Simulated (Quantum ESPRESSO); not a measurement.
## LaS (Fm-3m): phonons by linear response

How does LaS (Fm-3m) vibrate, and is this structure a minimum?

Method: DFT LDA, scalar-relativistic, plane waves, GBRV ultrasoft pseudopotentials, in Quantum ESPRESSO 7.5.

## 1. The structure

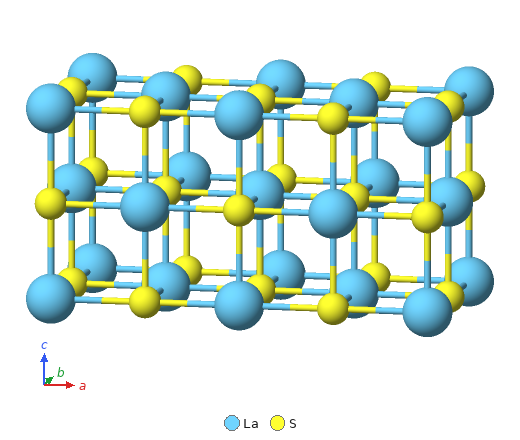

The cell as given, slightly off an axis (lanthanum blue, sulfur yellow). 2×1×1 cells are drawn. This picture shows the conventional cell, with its axes. Some periodic images of atoms are drawn too.

Coordinates:

```cif
data_structure
_symmetry_space_group_name_H-M 'P 1'
_symmetry_Int_Tables_number 1
_cell_length_a 4.1394
_cell_length_b 4.1394
_cell_length_c 4.1394
_cell_angle_alpha 60.000
_cell_angle_beta 60.000
_cell_angle_gamma 60.000
_cell_volume 50.15
loop_
_atom_site_label
_atom_site_type_symbol
_atom_site_fract_x
_atom_site_fract_y
_atom_site_fract_z
_atom_site_occupancy
La1 La 0.00000 0.00000 0.00000 1
S2 S 0.50000 0.50000 0.50000 1
```

## 2. A probe with smearing

A cheap run with smearing and empty bands tells whether the crystal has a gap, which decides between fixed occupations and smearing later on.

The input, probe.in:

```
&control
   calculation = 'scf'
   prefix = 'x'
   outdir = './tmp'
   pseudo_dir = './pseudo'
   tprnfor = .true.
   tstress = .true.
   verbosity = 'high'
/
&system
   ibrav = 2
   celldm(1) = 11.06245673
   nat = 2
   ntyp = 2
   ecutwfc = 40.0
   ecutrho = 240.0
   occupations = 'smearing'
   smearing = 'gaussian'
   degauss = 0.01
/
&electrons
   conv_thr = 1.0d-07
   mixing_beta = 0.7
   electron_maxstep = 100
/
ATOMIC_SPECIES
 La    138.9055  La.upf
 S      32.0600  S.upf
ATOMIC_POSITIONS crystal
 La     0.000000000   0.000000000   0.000000000
 S      0.500000000   0.500000000   0.500000000
K_POINTS automatic
 6 6 6 0 0 0
```

The run is started by

```sh
> OMP_NUM_THREADS=1 mpirun -n 4 pw.x -nk 4 -in probe.in > probe.out
```

The log of the run:

```text
[banners, grids, parts of the stress and lines that vanish by symmetry left out]
Program PWSCF v.7.5
     bravais-lattice index     =            2
     lattice parameter (alat)  =      11.0625  a.u.
[...]
kinetic-energy cutoff     =      40.0000  Ry
     charge density cutoff     =     240.0000  Ry
     scf convergence threshold =      1.0E-07
[...]
Exchange-correlation=  SLA  PZ   NOGX NOGC
                           (   1   1   0   0   0   0   0)
[...]
48 Sym. Ops., with inversion, found
[...]
(     0          1          0      )
                  (     0          0          1      )
[...]
(  0.0000000  1.0000000  0.0000000 )
                  (  0.0000000  0.0000000  1.0000000 )
[...]
(     1          0         -1      )
                  (     0          0         -1      )
[...]
(  0.0000000 -1.0000000  0.0000000 )
[...]
(     0          1         -1      )
                  (     0          1          0      )
[...]
( -1.0000000  0.0000000  0.0000000 )
                  (  0.0000000  1.0000000  0.0000000 )
[...]
number of k points=    16  Gaussian smearing, width (Ry)=  0.0100
[...]
End of self-consistent calculation
[...]
the Fermi energy is    11.7410 ev
!    total energy              =    -126.63698273 Ry
[...]
convergence has been achieved in  10 iterations
[...]
atom    1 type  1   force =     0.00000000    0.00000000   -0.00000000
     atom    2 type  2   force =     0.00000000    0.00000000    0.00000000
[...]
Total force =     0.000000     Total SCF correction =     0.000000
[...]
total   stress  (Ry/bohr**3)                   (kbar)     P=      -38.91
[...]
XML data file, charge density, pseudopotentials, collected wavefunctions

   JOB DONE.
```

Elapsed: 7.8 s, on 4 MPI ranks of Arm Neoverse N1, shared host.

This step gave:

| Quantity | Value |
| --- | --- |
| volume per atom | 25.08 Å³ |
| pressure | -3.891 GPa |
| gap on the k-mesh | 0 eV |

No gap opens on this mesh, so smearing is kept; the start stands at -3.9 GPa.

## 3. Relaxation

The relaxation runs at a cutoff a fifth above that of the response, since stress converges more slowly with the basis than frequencies do. Forces and stress are brought to rest with tight thresholds.

The input, relax.in:

```
&control
   calculation = 'vc-relax'
   prefix = 'x'
   outdir = './tmp'
   pseudo_dir = './pseudo'
   tprnfor = .true.
   tstress = .true.
   forc_conv_thr = 2.0d-05
   etot_conv_thr = 1.0d-07
   nstep = 40
/
&system
   ibrav = 2
   celldm(1) = 11.06245673
   nat = 2
   ntyp = 2
   ecutwfc = 48
   ecutrho = 288.0
   occupations = 'smearing'
   smearing = 'mv'
   degauss = 0.02
/
&electrons
   conv_thr = 1.0d-11
   mixing_beta = 0.7
   electron_maxstep = 100
/
&ions
/
&cell
   press_conv_thr = 0.2
/
ATOMIC_SPECIES
 La    138.9055  La.upf
 S      32.0600  S.upf
ATOMIC_POSITIONS crystal
 La     0.000000000   0.000000000   0.000000000
 S      0.500000000   0.500000000   0.500000000
K_POINTS automatic
 12 12 12 0 0 0
```

The run is started by

```sh
> OMP_NUM_THREADS=1 mpirun -n 4 pw.x -nk 4 -in relax.in > relax.out
```

The log of the run:

```text
[banners, grids, parts of the stress and lines that vanish by symmetry left out]
[banner, memory and clock lines left out]
Program PWSCF v.7.5

[...]
kinetic-energy cutoff     =      48.0000  Ry
     charge density cutoff     =     288.0000  Ry
     scf convergence threshold =      1.0E-11
[...]
energy convergence thresh.=      1.0E-07
     force convergence thresh. =      2.0E-05
     press convergence thresh. =      2.0E-01
     Exchange-correlation=  SLA  PZ   NOGX NOGC
                           (   1   1   0   0   0   0   0)
[...]
48 Sym. Ops., with inversion, found
[...]
number of k points=    72  Marzari-Vanderbilt smearing, width (Ry)=  0.0200
[...]
c_bands:  1 eigenvalues not converged
     c_bands:  2 eigenvalues not converged
     c_bands:  1 eigenvalues not converged
[...]
c_bands:  2 eigenvalues not converged
[...]
End of self-consistent calculation
[...]
the Fermi energy is    11.6286 ev
!    total energy              =    -126.63500963 Ry
[...]
convergence has been achieved in  20 iterations
[...]
atom    1 type  1   force =     0.00000000    0.00000000   -0.00000000
     atom    2 type  2   force =     0.00000000    0.00000000   -0.00000000
     Total force =     0.000000     Total SCF correction =     0.000000
[...]
total   stress  (Ry/bohr**3)                   (kbar)     P=      -38.07
[...]
number of bfgs steps    =   0
[...]
CELL_PARAMETERS (alat= 11.06245673)
[...]
ATOMIC_POSITIONS (crystal)
La              -0.0000000000       -0.0000000000        0.0000000000
S                0.5000000000        0.5000000000        0.5000000000
[...]
New effective cutoffs (rho, wfc):  291.19   48.62
[...]
End of self-consistent calculation
[...]
the Fermi energy is    11.8746 ev
!    total energy              =    -126.63634550 Ry
[...]
convergence has been achieved in   9 iterations
[...]
atom    1 type  1   force =    -0.00000000   -0.00000000    0.00000000
     atom    2 type  2   force =    -0.00000000   -0.00000000   -0.00000000
     Total force =     0.000000     Total SCF correction =     0.000000
[...]
total   stress  (Ry/bohr**3)                   (kbar)     P=      -22.16
[...]
number of bfgs steps    =   1
[...]
CELL_PARAMETERS (alat= 11.06245673)
[...]
ATOMIC_POSITIONS (crystal)
La               0.0000000000       -0.0000000000       -0.0000000000
S                0.5000000000        0.5000000000        0.5000000000
[...]
New effective cutoffs (rho, wfc):  296.38   49.49
[...]
End of self-consistent calculation
[...]
the Fermi energy is    12.2150 ev
!    total energy              =    -126.63694828 Ry
[...]
convergence has been achieved in  12 iterations
[...]
atom    1 type  1   force =    -0.00000000   -0.00000000    0.00000000
     atom    2 type  2   force =     0.00000000    0.00000000    0.00000000
     Total force =     0.000000     Total SCF correction =     0.000000
[...]
total   stress  (Ry/bohr**3)                   (kbar)     P=        1.93
[...]
number of bfgs steps    =   2
[...]
CELL_PARAMETERS (alat= 11.06245673)
[...]
ATOMIC_POSITIONS (crystal)
[...]
New effective cutoffs (rho, wfc):  295.97   49.42
[...]
End of self-consistent calculation
[...]
the Fermi energy is    12.1879 ev
!    total energy              =    -126.63695252 Ry
[...]
convergence has been achieved in   6 iterations
[...]
atom    1 type  1   force =    -0.00000000   -0.00000000    0.00000000
     atom    2 type  2   force =     0.00000000    0.00000000   -0.00000000
     Total force =     0.000000     Total SCF correction =     0.000000
[...]
total   stress  (Ry/bohr**3)                   (kbar)     P=       -0.08
[...]
number of bfgs steps    =   3
[...]
CELL_PARAMETERS (alat= 11.06245673)
[...]
ATOMIC_POSITIONS (crystal)
[...]
New effective cutoffs (rho, wfc):  295.98   49.42
[...]
End of self-consistent calculation
[...]
the Fermi energy is    12.1890 ev
!    total energy              =    -126.63695252 Ry
[...]
convergence has been achieved in   4 iterations
[...]
atom    1 type  1   force =    -0.00000000   -0.00000000    0.00000000
     atom    2 type  2   force =     0.00000000    0.00000000    0.00000000
     Total force =     0.000000     Total SCF correction =     0.000000
[...]
total   stress  (Ry/bohr**3)                   (kbar)     P=       -0.00
[...]
bfgs converged in   5 scf cycles and   4 bfgs steps
[...]
End of BFGS Geometry Optimization
     Final enthalpy           =    -126.6369525237 Ry
     File ./tmp/x.bfgs deleted, as requested
[...]
CELL_PARAMETERS (alat= 11.06245673)
[...]
ATOMIC_POSITIONS (crystal)
La               0.0000000000       -0.0000000000       -0.0000000000
S                0.5000000000        0.5000000000        0.5000000000
[...]
Final scf calculation at the relaxed structure.
[...]
kinetic-energy cutoff     =      48.0000  Ry
     charge density cutoff     =     288.0000  Ry
     scf convergence threshold =      1.0E-13
[...]
press convergence thresh. =      2.0E-01
     Exchange-correlation=  SLA  PZ   NOGX NOGC
                           (   1   1   0   0   0   0   0)
[...]
48 Sym. Ops., with inversion, found
[...]
number of k points=    72  Marzari-Vanderbilt smearing, width (Ry)=  0.0200
[...]
c_bands:  1 eigenvalues not converged
     c_bands:  1 eigenvalues not converged
[...]
End of self-consistent calculation
[...]
the Fermi energy is    12.1891 ev
!    total energy              =    -126.63694350 Ry
[...]
convergence has been achieved in  29 iterations
[...]
atom    1 type  1   force =     0.00000000   -0.00000000    0.00000000
     atom    2 type  2   force =    -0.00000000    0.00000000   -0.00000000
     Total force =     0.000000     Total SCF correction =     0.000000
[...]
total   stress  (Ry/bohr**3)                   (kbar)     P=        0.01
[...]
XML data file, charge density, pseudopotentials, collected wavefunctions
```

Wall time 3.3 min (4 MPI ranks); 13 min of CPU time.

Step by step:

```csv
step,energy less that of the first step (eV),largest force (eV/Å),pressure (GPa),volume (Å³)
1,0.0000,0.0000,-3.81,50.15
2,-0.0182,0.0000,-2.22,49.19
3,-0.0264,0.0000,0.19,47.90
4,-0.0264,0.0000,-0.01,48.00
5,-0.0264,0.0000,0.00,48.00
6,-0.0263,0.0000,0.00,48.00
```

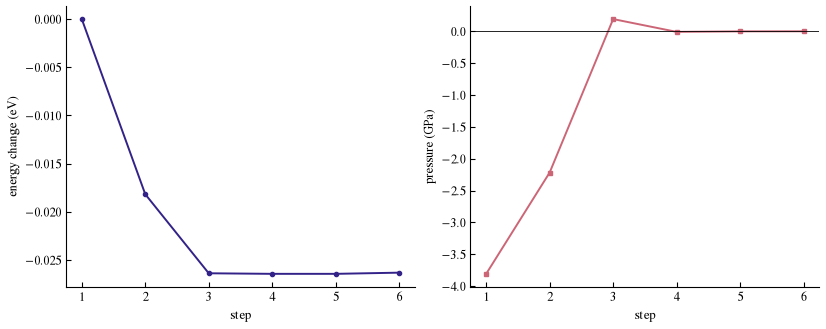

Energy and pressure along the relaxation.

```
conventional cell, symmetrised  before  after  change
                         a (Å)   5.854  5.769  -1.5 %
                         b (Å)   5.854  5.769  -1.5 %
                         c (Å)   5.854  5.769  -1.5 %
              volume (Å³/atom)   25.08  24.00  -4.3 %
```

Final coordinates:

```cif
data_structure
_symmetry_space_group_name_H-M 'P 1'
_symmetry_Int_Tables_number 1
_cell_length_a 4.0792
_cell_length_b 4.0792
_cell_length_c 4.0792
_cell_angle_alpha 60.000
_cell_angle_beta 60.000
_cell_angle_gamma 60.000
_cell_volume 48.00
loop_
_atom_site_label
_atom_site_type_symbol
_atom_site_fract_x
_atom_site_fract_y
_atom_site_fract_z
_atom_site_occupancy
La1 La 0.00000 0.00000 0.00000 1
S2 S 0.50000 0.50000 0.50000 1
```

The last row of the table of steps is pw.x's closing run on a basis chosen anew for the final cell, so its energy can jump.

Numbers from this step:

```yaml
volume_per_atom: 24.00 Å³
pressure: 0.001 GPa
```

The volume changes by -4.3 % from the cell with which this run began.

## 4. Self-consistent run for the response

Perturbation theory inherits every error of the wavefunctions, so the threshold is set near the limit of the arithmetic. Smearing stays on, as the first look found no gap above 0.3 eV.

The input, scf.in:

```
&control
   calculation = 'scf'
   prefix = 'x'
   outdir = './tmp'
   pseudo_dir = './pseudo'
   tprnfor = .true.
   tstress = .true.
/
&system
   ibrav = 2
   celldm(1) = 10.901484
   nat = 2
   ntyp = 2
   ecutwfc = 40.0
   ecutrho = 240.0
   occupations = 'smearing'
   smearing = 'mv'
   degauss = 0.02
/
&electrons
   conv_thr = 1.0d-12
   mixing_beta = 0.7
   electron_maxstep = 100
/
ATOMIC_SPECIES
 La    138.9055  La.upf
 S      32.0600  S.upf
ATOMIC_POSITIONS crystal
 La     0.000000000   0.000000000   0.000000000
 S      0.500000000   0.500000000   0.500000000
K_POINTS automatic
 12 12 12 0 0 0
```

The run is started by

```sh
> OMP_NUM_THREADS=1 mpirun -n 4 pw.x -nk 4 -in scf.in > scf.out
```

The log of the run:

```text
[banners, grids, parts of the stress and lines that vanish by symmetry left out]
[banner, memory and clock lines left out]
Program PWSCF v.7.5

[...]
kinetic-energy cutoff     =      40.0000  Ry
     charge density cutoff     =     240.0000  Ry
     scf convergence threshold =      1.0E-12
[...]
Exchange-correlation=  SLA  PZ   NOGX NOGC
                           (   1   1   0   0   0   0   0)
[...]
48 Sym. Ops., with inversion, found
[...]
number of k points=    72  Marzari-Vanderbilt smearing, width (Ry)=  0.0200
[...]
c_bands:  1 eigenvalues not converged
     c_bands:  1 eigenvalues not converged
     c_bands:  2 eigenvalues not converged
     c_bands:  1 eigenvalues not converged
[...]
End of self-consistent calculation
[...]
the Fermi energy is    12.1891 ev
!    total energy              =    -126.63691808 Ry
[...]
convergence has been achieved in  17 iterations
[...]
atom    1 type  1   force =    -0.00000000   -0.00000000    0.00000000
     atom    2 type  2   force =     0.00000000    0.00000000    0.00000000
     Total force =     0.000000     Total SCF correction =     0.000000
[...]
total   stress  (Ry/bohr**3)                   (kbar)     P=        0.04
[...]
XML data file, charge density, pseudopotentials, collected wavefunctions
```

The job ended after 25 s (4 MPI ranks; 99 s of CPU time).

Numbers from this step:

```
pressure : 0.004 GPa
```

The cell stands at 0.004 GPa, close enough for phonons.

(Part 1 of 3 ends here.)

[Host names and launcher messages were left out of these logs when they were recorded.]

[Logs are printed without paths, hosts, clocks, repeated set-up lines and the standing remarks that a program may print on its own settings, such as how far it seeks lower states.]

[Hosts, paths, dates, database ids (printed as entryN), source tags and the programs' standing remarks are cut or masked in the printed files.]
